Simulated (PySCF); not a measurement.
C₃H₄Cl₂, SMILES `CC=C(Cl)Cl`.

Method: B3LYP/6-31+G*; geometry: GFN2-xTB; program: PySCF. No frequency check shows the geometry to be a minimum. GFN2-xTB bond lengths at metals and heavier atoms can be off by up to 0.1 Å and shapes distorted, which carries into these values.

Geometry (Å), atoms numbered from 1:

```
C1       2.3434    0.7129    0.0002
C2       0.8913    1.0436   -0.0001
C3      -0.0965    0.1613   -0.0000
Cl4     -1.7567    0.6325    0.0000
Cl5      0.1331   -1.5459    0.0000
H6       2.8186    1.1448   -0.8795
H7       2.8186    1.1448    0.8797
H8       2.5035   -0.3606   -0.0006
H9       0.6326    2.0924   -0.0003
```

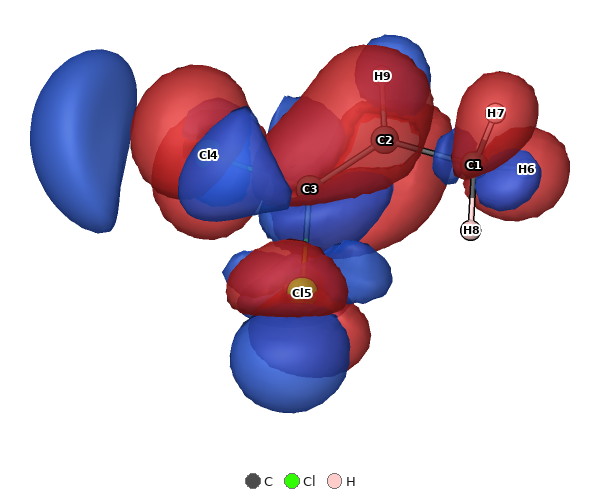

Unrelaxed difference density of S₃ less the ground state (TDA singlet states), ±0.006 e/Å³; blue: gain, red: loss.

> How does the charge move on excitation?

0.77 e is displaced in all, largely into diffuse regions outside the molecule. The state: 6.65 eV (186 nm), f = 0.003, diffuse (Rydberg-like) orbital; the leading pair carries 100 %; hole on C2 (30 %), C3 (23 %) and Cl4 (20 %), electron on Cl4 (36 %), C3 (23 %) and Cl5 (22 %) (atom shares of so diffuse an orbital are rough); their centroids lie 1.2 Å apart; S₄ lies within 0.1 eV of it.

The PySCF run took 2.9 min on 1 thread of Arm Neoverse V1, on a shared host, peak memory 0.59 GiB.
